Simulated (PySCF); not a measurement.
**TcCl₂: one geometry, several methods**

How much do the numbers for TcCl₂ (broken-symmetry (Ms = 1/2)) hang on the method? All levels run at one geometry, the PBE0 minimum.

Program: PySCF 2.14.0. Level of theory: several methods, basis Tc def2-SVP with ECP28, Cl def2-SVP, scalar-relativistic core potentials, no spin–orbit coupling, density fitting. These are calculated values, not measurements.

## 1. The system as given

3 atoms, charge 0, spin multiplicity 2.

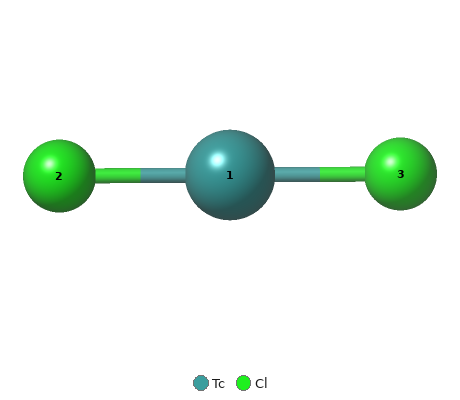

As it starts; technetium teal, chlorine green; atoms are numbered from 1 in the order of the file.

Z-matrix (Å, degrees; charge 0 multiplicity 2):
```
Tc
Cl 1 2.2695
Cl 1 2.2695 2 180.00
```

## 2. PBE0

The steps are one call of a driver around PySCF; scf.py gives each level's set-up. Each SCF starts from the density of the minimum. The driver also runs the species with one electron less or more at the same geometry (cation multiplicity 3, anion multiplicity 3); their logs are not shown.

scf.py

```python
from pyscf import gto, scf, dft
mol = gto.M(atom='''
Tc     0.000000     0.000000    -0.000000
Cl     0.000000     0.000000     2.269454
Cl     0.000000    -0.000000    -2.269454''',
    basis={'Tc': 'def2-SVP', 'Cl': 'def2-SVP'},
    ecp={'Tc': 'def2-SVP'},
    charge=0, spin=1)
mf = dft.UKS(mol, xc='PBE0')
mf.grids.atom_grid = (99, 590)
aux = {'Tc': 'def2-universal-JKFIT', 'Cl': 'def2-universal-JKFIT'}
mf = mf.density_fit(auxbasis=aux)
mf.kernel()
```

The log of the run:

```text
init E= -1000.59322565619
[... the frontier-level lines of each cycle are left out ...]
cycle= 1 E= -1000.59322565729  delta_E= -1.1e-09  |g|= 1.13e-05  |ddm|= 7.79e-05
cycle= 2 E= -1000.59322565838  delta_E= -1.09e-09  |g|= 1.29e-05  |ddm|= 7.8e-05
cycle= 3 E= -1000.5932256588  delta_E= -4.15e-10  |g|= 1.12e-05  |ddm|= 2.74e-05
Extra cycle  E= -1000.59322566005  delta_E= -1.25e-09  |g|= 1.19e-05  |ddm|= 8.22e-05
converged SCF energy = -1000.59322566005  <S^2> = 2.5944643  2S+1 = 3.3731079
```

This level, with the species of one electron less or more, took 10 s on 4 threads, shared host.

| Quantity | Value |
| --- | --- |
| energy | -1000.593226 Eh |
| one electron less (charge +1) | -1000.265305 Eh (triplet, ⟨S²⟩ 2.80) |
| one electron more (charge -1) | -1000.675970 Eh (triplet, ⟨S²⟩ 2.94) |
| Mulliken charge of Tc1 | +0.46 e |

## 3. HF

scf.py, as its differences from that of step 2:

```diff
@@ -9,2 +9 @@
-mf = dft.UKS(mol, xc='PBE0')
-mf.grids.atom_grid = (99, 590)
+mf = scf.UHF(mol)
```

The log of the run, cut to the lines that bear on the results:

```text
[... the frontier levels of the middle cycles are left out ...]
init E= -998.808399571199
[... the frontier-level lines of each cycle are left out ...]
cycle= 1 E= -998.83808127781  delta_E= -0.0297  |g|= 0.0741  |ddm|= 0.279
cycle= 2 E= -998.843274038337  delta_E= -0.00519  |g|= 0.0353  |ddm|= 0.146
cycle= 3 E= -998.844575855891  delta_E= -0.0013  |g|= 0.0174  |ddm|= 0.0572
cycle= 4 E= -998.845187165946  delta_E= -0.000611  |g|= 0.00576  |ddm|= 0.0527
cycle= 5 E= -998.845318542364  delta_E= -0.000131  |g|= 0.00414  |ddm|= 0.0205
cycle= 6 E= -998.845411394664  delta_E= -9.29e-05  |g|= 0.00315  |ddm|= 0.0196
cycle= 7 E= -998.845511366815  delta_E= -0.0001  |g|= 0.00199  |ddm|= 0.0294
cycle= 8 E= -998.845561987598  delta_E= -5.06e-05  |g|= 0.0011  |ddm|= 0.028
cycle= 9 E= -998.845571567734  delta_E= -9.58e-06  |g|= 0.000861  |ddm|= 0.00931
cycle= 10 E= -998.845579142478  delta_E= -7.57e-06  |g|= 0.000621  |ddm|= 0.0085
cycle= 11 E= -998.845584880204  delta_E= -5.74e-06  |g|= 0.000364  |ddm|= 0.00951
cycle= 12 E= -998.845586540371  delta_E= -1.66e-06  |g|= 0.000254  |ddm|= 0.00499
cycle= 13 E= -998.845587238658  delta_E= -6.98e-07  |g|= 0.000198  |ddm|= 0.00294
cycle= 14 E= -998.845587656166  delta_E= -4.18e-07  |g|= 0.000172  |ddm|= 0.00187
[... 11 cycles left out ...]
cycle= 26 E= -998.845573688706  delta_E= 1.14e-09  |g|= 0.000123  |ddm|= 0.00235
cycle= 27 E= -998.845573699725  delta_E= -1.1e-08  |g|= 7.05e-05  |ddm|= 0.000166
cycle= 28 E= -998.845573718089  delta_E= -1.84e-08  |g|= 3.38e-05  |ddm|= 0.000899
cycle= 29 E= -998.845573719489  delta_E= -1.4e-09  |g|= 4.34e-05  |ddm|= 0.00114
cycle= 30 E= -998.845573729613  delta_E= -1.01e-08  |g|= 3.09e-05  |ddm|= 0.000243
cycle= 31 E= -998.845573731804  delta_E= -2.19e-09  |g|= 3.1e-05  |ddm|= 7.57e-05
cycle= 32 E= -998.845573724776  delta_E= 7.03e-09  |g|= 3.07e-05  |ddm|= 0.000364
cycle= 33 E= -998.845573711277  delta_E= 1.35e-08  |g|= 2.96e-05  |ddm|= 0.000346
cycle= 34 E= -998.845573680752  delta_E= 3.05e-08  |g|= 2.98e-05  |ddm|= 0.00122
cycle= 35 E= -998.845573630574  delta_E= 5.02e-08  |g|= 1.77e-05  |ddm|= 0.00421
cycle= 36 E= -998.84557362907  delta_E= 1.5e-09  |g|= 1.18e-05  |ddm|= 0.00381
cycle= 37 E= -998.845573610242  delta_E= 1.88e-08  |g|= 9.36e-06  |ddm|= 0.00249
cycle= 38 E= -998.845573607408  delta_E= 2.83e-09  |g|= 6.27e-06  |ddm|= 0.000874
cycle= 39 E= -998.845573606433  delta_E= 9.75e-10  |g|= 4.92e-06  |ddm|= 0.00135
Extra cycle  E= -998.845573606507  delta_E= -7.39e-11  |g|= 4.71e-06  |ddm|= 1.1e-05
converged SCF energy = -998.845573606507  <S^2> = 2.7018872  2S+1 = 3.4362114
```

This level, with the species of one electron less or more, took 2.7 s.

- energy: -998.845574 Eh
- one electron less (charge +1): -998.511164 Eh (triplet, ⟨S²⟩ 3.30)
- one electron more (charge -1): -998.896998 Eh (triplet, ⟨S²⟩ 2.98)
- Mulliken charge of Tc1: +0.80 e

## 4. MP2

scf.py, as its differences from that of step 3:

```diff
@@ -12,0 +13,2 @@
+from pyscf.mp import dfump2
+dfump2.DFUMP2(mf, frozen=10).kernel()  # the driver gives MP2 a fitting basis of its own (RI)
```

The SCF cycles repeat those of step 3.

This level, with the species of one electron less or more, took 3.1 s.

```
energy                                                              : -999.353084 Eh
one electron less (charge +1)                                       : -999.038233 Eh (triplet, ⟨S²⟩ 3.30)
one electron more (charge -1)                                       : -999.441335 Eh (triplet, ⟨S²⟩ 2.98)
MP2 correlation in its own fitting basis (same spin, opposite spin) : -0.50751 Eh (-0.15199, -0.35552)
```

## 5. PBE

scf.py, as its differences from that of step 4:

```diff
@@ -9 +9,2 @@
-mf = scf.UHF(mol)
+mf = dft.UKS(mol, xc='PBE')
+mf.grids.atom_grid = (99, 590)
@@ -13,2 +13,0 @@
-from pyscf.mp import dfump2
-dfump2.DFUMP2(mf, frozen=10).kernel()  # the driver gives MP2 a fitting basis of its own (RI)
```

The log of the run:

```text
init E= -1000.54765364241
[... the frontier-level lines of each cycle are left out ...]
cycle= 1 E= -1000.54215272029  delta_E= 0.0055  |g|= 0.129  |ddm|= 0.329
cycle= 2 E= -1000.43246884885  delta_E= 0.11  |g|= 0.419  |ddm|= 0.722
cycle= 3 E= -1000.55280764049  delta_E= -0.12  |g|= 0.0206  |ddm|= 0.581
cycle= 4 E= -1000.55309389252  delta_E= -0.000286  |g|= 0.00872  |ddm|= 0.0787
cycle= 5 E= -1000.55314444358  delta_E= -5.06e-05  |g|= 0.00159  |ddm|= 0.0203
cycle= 6 E= -1000.55314785345  delta_E= -3.41e-06  |g|= 0.000447  |ddm|= 0.00652
cycle= 7 E= -1000.55314943893  delta_E= -1.59e-06  |g|= 0.000407  |ddm|= 0.00598
cycle= 8 E= -1000.55315110405  delta_E= -1.67e-06  |g|= 0.000398  |ddm|= 0.00602
cycle= 9 E= -1000.55315170709  delta_E= -6.03e-07  |g|= 0.000428  |ddm|= 0.00205
cycle= 10 E= -1000.55315022523  delta_E= 1.48e-06  |g|= 0.000358  |ddm|= 0.00922
cycle= 11 E= -1000.55315046613  delta_E= -2.41e-07  |g|= 0.000335  |ddm|= 0.00648
cycle= 12 E= -1000.55315068341  delta_E= -2.17e-07  |g|= 0.000105  |ddm|= 0.00716
cycle= 13 E= -1000.55315074473  delta_E= -6.13e-08  |g|= 7.25e-05  |ddm|= 0.00157
cycle= 14 E= -1000.55315081078  delta_E= -6.6e-08  |g|= 8.93e-05  |ddm|= 0.00152
cycle= 15 E= -1000.55315073648  delta_E= 7.43e-08  |g|= 7.44e-05  |ddm|= 0.0017
cycle= 16 E= -1000.55315068931  delta_E= 4.72e-08  |g|= 3.37e-05  |ddm|= 0.00271
cycle= 17 E= -1000.55315068992  delta_E= -6.12e-10  |g|= 1.48e-05  |ddm|= 0.000657
Extra cycle  E= -1000.55315069053  delta_E= -6.08e-10  |g|= 3.09e-05  |ddm|= 0.000152
converged SCF energy = -1000.55315069053  <S^2> = 2.504747  2S+1 = 3.3194861
```

This level, with the species of one electron less or more, took 2.4 min.

- energy: -1000.553151 Eh
- one electron less (charge +1): -1000.242162 Eh (triplet, ⟨S²⟩ 2.76)
- one electron more (charge -1): -1000.629745 Eh (triplet, ⟨S²⟩ 2.91)
- Mulliken charge of Tc1: +0.31 e

## 6. All levels side by side

| level | atomisation energy (kJ/mol) | vertical ionisation energy (eV) | vertical electron affinity (eV) | −ε(HOMO) (eV) | gap (eV) | wall time |
| --- | --- | --- | --- | --- | --- | --- |
| PBE0 | 642 | 8.92 | 2.25 | 7.03 | 2.77 | 10 s |
| HF | 304 | 9.10 | 1.40 | 10.46 | 10.20 | 2.7 s |
| MP2 | – | 8.57 | 2.40 | – | – | 3.1 s |
| PBE | 708 | 8.46 | 2.08 | 5.56 | 0.22 | 2.4 min |

Times are for 4 threads, shared host; PBE0 starts from its own converged density, so its time is not comparable. A dash stands where a species or a free atom was not run at that level, or the quantity is not defined.

Atomisation goes to high-spin atoms in their ground configurations, run at the same level, without zero-point energy.

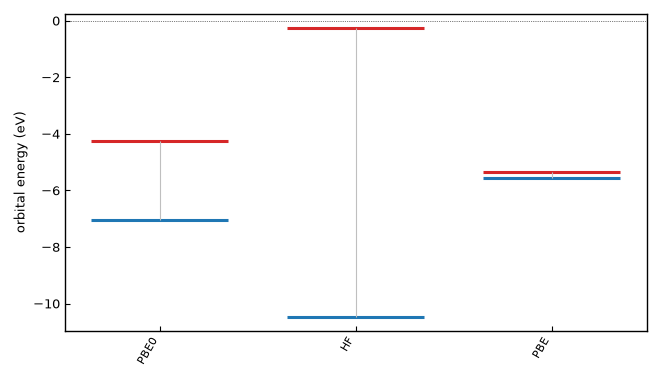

Highest occupied (blue) and lowest empty (red) levels by method.

## 7. Results

```
                         quantity                         value
        atomisation energy, range  304 (HF) to 708 (PBE) kJ/mol
vertical ionisation energy, range    8.46 (PBE) to 9.10 (HF) eV
vertical electron affinity, range    1.40 (HF) to 2.40 (MP2) eV
                       gap, range   0.22 (PBE) to 10.20 (HF) eV
```

The atomisation energy spreads over 405 kJ/mol, from HF to PBE; without a CCSD(T) value for it there is no yardstick here. Spin contamination is strong in at least one of the open-shell species at PBE0, HF, MP2, PBE. Without diffuse functions electron affinities tend to come out too low. The determinant is spin-contaminated (⟨S²⟩ = 2.59, pure value 0.75). This is the lowest SCF solution found for this spin; with open d or f shells other occupations or spin states may lie lower.
